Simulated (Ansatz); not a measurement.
**Computed against measured: atomisation enthalpy at 298 K**

6 molecules holding an element from Na to Cl; the atomisation enthalpy at 298 K in kJ/mol, computed less measured. Shapes, held fixed at every level: PBE0-D4/def2-TZVP. Flexible molecules stand in one conformer, not always the lowest. Thermal terms are harmonic and unscaled (PBE0-D4/def2-TZVP); the spin-orbit lowering of the free atoms is taken from their spectra. Programs: Ansatz 0.2.0. Measured values: Active Thermochemical Tables, CRC Handbook of Chemistry and Physics, NIST-JANAF tables.

Levels: A = HF/def2-SVP; B = r2SCAN0-D4/def2-TZVPP; C = B2PLYP/def2-TZVPP.

```
                    molecule  from tabulated heats      A     B    C
CH2ClF (chlorofluoromethane)                  1617   -495   -33  -22
PF5 (pentafluorophosphorane)                  2308   -979  -107  -61
    C3H5Cl (2-chloropropene)                  3383   -879   -37  -40
 C2H6OS (dimethyl sulfoxide)                  3419  -1141   -53  -51
C4H8Cl2 (1,4-dichlorobutane)                  5037  -1299   -42  -72
C4H8Cl2 (1,3-dichlorobutane)                  5049  -1304   -44  -75
```

Question: Sum up the errors.

Answer: 
| level | kind | mean error | mean absolute error | worst case |
| --- | --- | --- | --- | --- |
| HF/def2-SVP | Hartree–Fock | -1016.2 | 1016.2 | C4H8Cl2 (1,3-dichlorobutane) |
| r2SCAN0-D4/def2-TZVPP | global hybrid | -52.7 | 52.7 | PF5 |
| B2PLYP/def2-TZVPP | double hybrid | -53.5 | 53.5 | C4H8Cl2 (1,3-dichlorobutane) |

On this set r2SCAN0-D4/def2-TZVPP has the smallest mean absolute error and HF/def2-SVP the largest. HF/def2-SVP is too low in 6 of 6; r2SCAN0-D4/def2-TZVPP is too low in 6 of 6; B2PLYP/def2-TZVPP is too low in 6 of 6. The heats of PF5, C3H5Cl, C4H8Cl2, C4H8Cl2 come from older tables and can be uncertain by 10 kJ/mol or more. Heats of the atoms come from ATcT where it has them. The levels differ in basis as well as in method. With so many references in doubt the order of the levels isn't settled. The smallest two are near a tie. For HF/def2-SVP and B2PLYP/def2-TZVPP the error tends to grow with the atomisation enthalpy. Hartree–Fock lacks correlation and underbinds. The set is small.

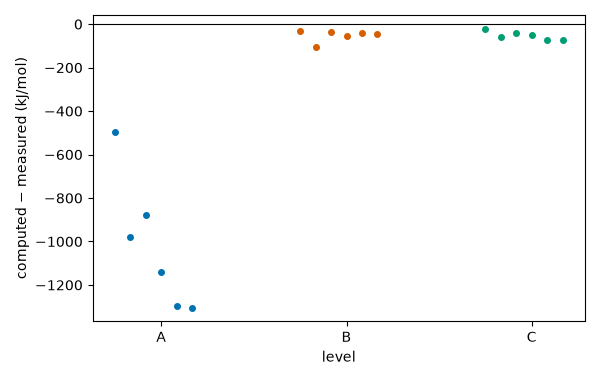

Errors of each level, one point a molecule.
